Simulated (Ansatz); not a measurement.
**Geometry relaxation of GaH₂Cl₃**

System: GaH₂Cl₃.
Method: RKS PBE0-D4/def2-SVP (Ansatz 0.2.0).

The input holds or restrains some coordinates. Figures and captions count atoms from 1; the log counts them from 0 in places.

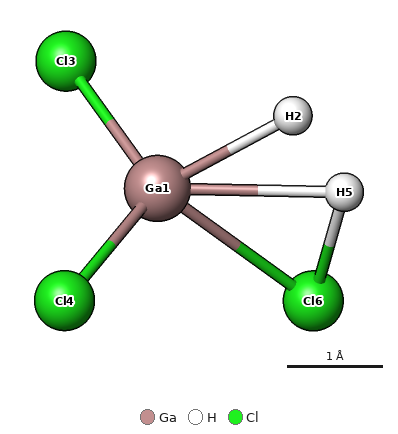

Fig. 1: The structure as given in the input (ball-and-stick view, seen at a tilt; atoms are numbered from 1 in the order of the input). Sticks mark near contacts. Bond lengths as drawn: Cl–Ga 2.07 to 2.31 Å, Cl–H 1.61 Å and Ga–H 1.78 to 1.97 Å.

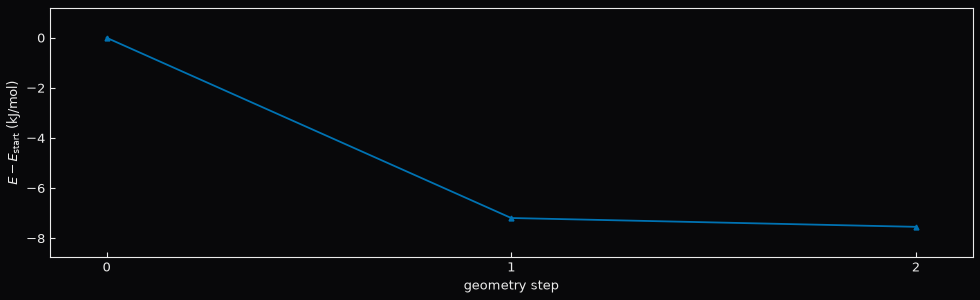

Fig. 2: Progress of the restrained relaxation, step by step (the first geometry is step 0 here and step 1 in the log).

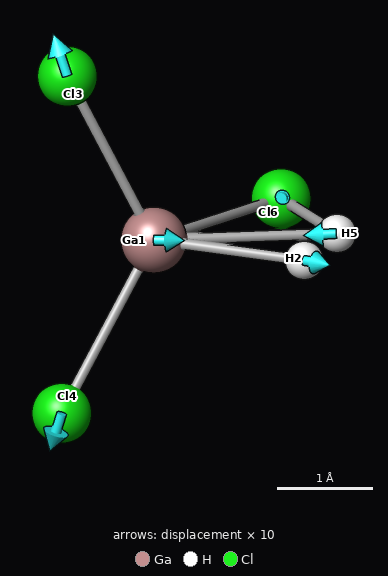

Fig. 3: The starting structure with the displacements as teal arrows, magnified 10 times (ball-and-stick view, seen at a tilt). The two geometries are laid on each other by the best rigid fit. After 2 geometry steps the energy has fallen by 7.54 kJ/mol. Largest force component: 1 eV/Å at the start, 0.017 eV/Å at the end. The largest move after the best rigid fit is that of Cl3, 0.048 Å. By element the largest moves are Cl 0.048 Å, H 0.037 Å, Ga 0.034 Å. Among the contacts that change: Ga1–H5 1.967 → 1.899 Å, Ga1–Cl3 2.072 → 2.132 Å. Among the angles that change: Ga1–Cl6–H5 56.8° → 54.4°, Ga1–H5–Cl6 79.9° → 82.0°. (Atoms are counted from 1 in the order of the input.)

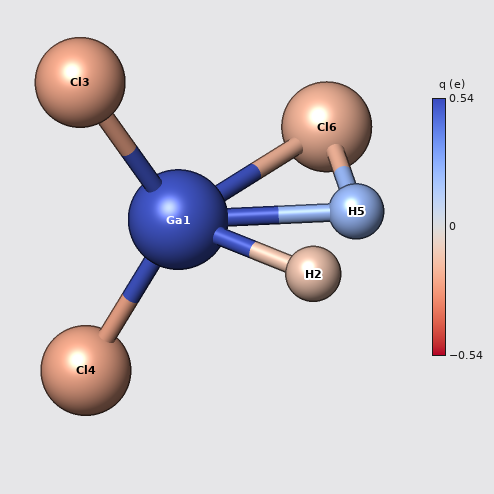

Fig. 4: Mulliken charges, as the colour of each atom (ball-and-stick view, seen at a tilt; atoms are numbered from 1 in the order of the input). By element: Ga +0.51, H −0.12 to +0.22 and Cl −0.22 to −0.18 e.

The input that produced these results follows, with the program's output.

### The input
```yaml
crystal:
  periodic: [false, false, false]
  atoms:
    - {symbol: Ga, position_ang: [-0.378900, 0.290200, -0.205600]}
    - {symbol: H, position_ang: [1.374700, 0.136700, -0.438700]}
    - {symbol: Cl, position_ang: [-1.385900, -0.458900, -1.854800]}
    - {symbol: Cl, position_ang: [-0.829700, 2.101500, 0.694500]}
    - {symbol: H, position_ang: [1.186100, -0.707600, 0.445100]}
    - {symbol: Cl, position_ang: [0.033600, -1.361900, 1.359600]}
basis:
  gaussian: {orbitals: def2-SVP}
hamiltonian: {xc: pbe0, dispersion: d4}
relax: {f_tol: 0.04, max_steps: 150, escape_saddle: false, constraints: [{distance: [0, 5]}, {distance: [1, 4]}, {distance: [0, 1]}, {distance: [4, 5]}]}
```

Launched with:
```bash
ansatz run in.yaml --threads 4 --pin off --events-out ev --progress --plain --max-ram 9574MiB
```

### What the program printed
```
Functional definition: PBE0
  name "PBE0"
  cite "Adamo & Barone, J. Chem. Phys. 110, 6158 (1999) doi:10.1063/1.478522"
  cite "Perdew, Burke & Ernzerhof, Phys. Rev. Lett. 77, 3865 (1996) doi:10.1103/PhysRevLett.77.3865"
  parent pbe
  parameter a = 0.25
  parameter kappa = 0.804
  parameter beta = 0.06672455060314922
  exchange = (1 - a)*pbe_x(kappa = kappa, mu = beta*pi^2/3) + a*exact_x
  correlation = pbe_c(beta = beta)
952 factors; integrals over basis functions are off by at most 2.7e-4 eV
mean field evaluation 1: about -89942.2511 eV, gradient 2.4e1 eV
mean field evaluation 2: about -89941.6868 eV, gradient 3.2e1 eV
mean field evaluation 4: about -89943.2380 eV, gradient 4.7e-1 eV
mean field evaluation 8: about -89943.2388 eV, gradient 3.3e-2 eV
mean field -89943.23880061 eV, -3305.3530602054 hartree, gradient 9.8e-6 eV, S^2 0.000000; 0 other end points of the search recorded, 0 dependent functions left out
the calculation of the forces begins
reference -89943.23882662 eV, -3305.3530611615 hartree; 42, 42 occupied and 54, 54 virtual orbitals, 952 factors
relax step   1: F+E_penalty+E_count = -89943.41234577 eV  Δ(F+E_penalty+E_count) = +0.000e0 eV  max|allowed force component| = 1.002e0 eV/Å  Δτ_max = 0.0000 Å  (24 SCF iters, accepted)
  distance Ga 0 - Cl 5 held at 2.312886 Å   reaction = -3.7419e-2 eV/Å
  distance H 1 - H 4 held at 1.236736 Å   reaction = +1.0124e0 eV/Å
  distance Ga 0 - H 1 held at 1.775672 Å   reaction = +7.5009e-1 eV/Å
  distance H 4 - Cl 5 held at 1.610179 Å   reaction = +3.3637e-1 eV/Å
these checks for a lower state are left out or cut short: starts, cluster_reference, orbital_swaps, neighbouring_geometries, increment
952 factors; integrals over basis functions are off by at most 3.9e-4 eV
mean field evaluation 16: about -89943.2775 eV, gradient 5.7e0 eV
mean field -89943.31564901 eV, -3305.3558843321 hartree, gradient 8.0e-5 eV, S^2 0.000000; 0 other end points of the search recorded, 0 dependent functions left out
the calculation of the forces begins
reference -89943.31567522 eV, -3305.3558852955 hartree; 42, 42 occupied and 54, 54 virtual orbitals, 952 factors
relax step   2: F+E_penalty+E_count = -89943.48687662 eV  Δ(F+E_penalty+E_count) = -7.453e-2 eV  max|allowed force component| = 1.593e-1 eV/Å  Δτ_max = 0.0628 Å  (23 SCF iters, accepted)
  distance Ga 0 - Cl 5 held at 2.312886 Å   reaction = -4.4586e-1 eV/Å
  distance H 1 - H 4 held at 1.236736 Å   reaction = +1.0677e0 eV/Å
  distance Ga 0 - H 1 held at 1.775672 Å   reaction = +3.1862e-1 eV/Å
  distance H 4 - Cl 5 held at 1.610179 Å   reaction = +4.6276e-1 eV/Å
these checks for a lower state are left out or cut short: starts, cluster_reference, orbital_swaps, neighbouring_geometries, increment
952 factors; integrals over basis functions are off by at most 3.5e-4 eV
mean field -89943.31944114 eV, -3305.3560236904 hartree, gradient 7.0e-5 eV, S^2 0.000000; 0 other end points of the search recorded, 0 dependent functions left out
the calculation of the forces begins
reference -89943.31946735 eV, -3305.3560246534 hartree; 42, 42 occupied and 54, 54 virtual orbitals, 952 factors
relax step   3: F+E_penalty+E_count = -89943.49052436 eV  Δ(F+E_penalty+E_count) = -3.648e-3 eV  max|allowed force component| = 1.739e-2 eV/Å  Δτ_max = 0.0262 Å  (24 SCF iters, accepted)
  distance Ga 0 - Cl 5 held at 2.312886 Å   reaction = -4.2925e-1 eV/Å
  distance H 1 - H 4 held at 1.236736 Å   reaction = +1.0573e0 eV/Å
  distance Ga 0 - H 1 held at 1.775672 Å   reaction = +3.5731e-1 eV/Å
  distance H 4 - Cl 5 held at 1.610179 Å   reaction = +4.8490e-1 eV/Å
952 factors; integrals over basis functions are off by at most 3.5e-4 eV
mean field evaluation 32: about -89943.3163 eV, gradient 4.9e-1 eV
mean field -89943.31944114 eV, -3305.3560236904 hartree, gradient 7.0e-5 eV, S^2 0.000000; 1 other end points of the search recorded, 0 dependent functions left out
the calculation of the forces begins
reference -89943.31946735 eV, -3305.3560246534 hartree; 42, 42 occupied and 54, 54 virtual orbitals, 952 factors
Total energy: -89943.49055056 eV, -3305.3623118456 hartree
Atom 0 at    -0.346189     0.279870    -0.204818 Å, force     0.279159     0.283871    -0.346817 eV/Å
Atom 1 at     1.407338     0.136637    -0.444899 Å, force    -0.572595    -0.683358     0.807160 eV/Å
Atom 2 at    -1.409611    -0.487720    -1.885647 Å, force    -0.002555     0.004947     0.006653 eV/Å
Atom 3 at    -0.836596     2.133629     0.726796 Å, force    -0.005629    -0.004251    -0.003371 eV/Å
Atom 4 at     1.154199    -0.690623     0.438886 Å, force    -0.104526     0.494290    -0.468596 eV/Å
Atom 5 at     0.030759    -1.371793     1.369781 Å, force     0.406146    -0.095498     0.004971 eV/Å
Dipole moment:     0.362046    -0.161717     0.082764 e Å
```

### Trajectory as extended XYZ (Å, eV, eV/Å), 3 frames, from step=1 to step=3
```
6
Properties=species:S:1:pos:R:3:forces:R:3 step=1 energy=-89943.41235
Ga   -0.3789    0.2902   -0.2056    1.2678  -0.3541   0.0694
H     1.3747    0.1367   -0.4387   -0.3718  -0.6941   0.7735
Cl   -1.3859   -0.4589   -1.8548   -0.5934  -0.4277  -0.9047
Cl   -0.8297    2.1015    0.6945   -0.2795   1.0021   0.5211
H     1.1861   -0.7076    0.4451   -0.4375   0.6856  -0.5774
Cl    0.0336   -1.3619    1.3596    0.4143  -0.2118   0.1181
6
Properties=species:S:1:pos:R:3:forces:R:3 step=2 energy=-89943.48688
Ga   -0.3409    0.2788   -0.2044    0.1650   0.3368  -0.3800
H     1.4120    0.1405   -0.4522   -0.6299  -0.6977   0.8437
Cl   -1.4013   -0.4983   -1.8839    0.0014   0.0241   0.0168
Cl   -0.8279    2.1300    0.7362   -0.0063  -0.0147  -0.0227
H     1.1324   -0.6779    0.4319    0.0827   0.4232  -0.4458
Cl    0.0256   -1.3731    1.3724    0.3872  -0.0718  -0.0120
6
Properties=species:S:1:pos:R:3:forces:R:3 step=3 energy=-89943.49052
Ga   -0.3462    0.2799   -0.2048    0.2792   0.2839  -0.3468
H     1.4073    0.1366   -0.4449   -0.5726  -0.6834   0.8072
Cl   -1.4096   -0.4877   -1.8856   -0.0026   0.0049   0.0067
Cl   -0.8366    2.1336    0.7268   -0.0056  -0.0043  -0.0034
H     1.1542   -0.6906    0.4389   -0.1045   0.4943  -0.4686
Cl    0.0308   -1.3718    1.3698    0.4061  -0.0955   0.0050
```

### Key numbers

| quantity | value |
| --- | --- |
| outcome | converged under the restraints of the input |
| total energy | −89943.4906 eV |
| mean-field energy | −89943.3195 eV |
| dispersion energy | −0.1711 eV |
| SCF solution under orbital rotations | stable |
| largest force (length of the vector) at the end, held atoms and coordinates included | 1.203 eV/Å |
| dipole moment | 1.95 D |
| hardware | 4 threads of Arm Neoverse V2, 23 GiB of memory available, shared host |
| wall time | 4.3 s (CPU time 15 s) |
| peak memory | 0.23 GiB |
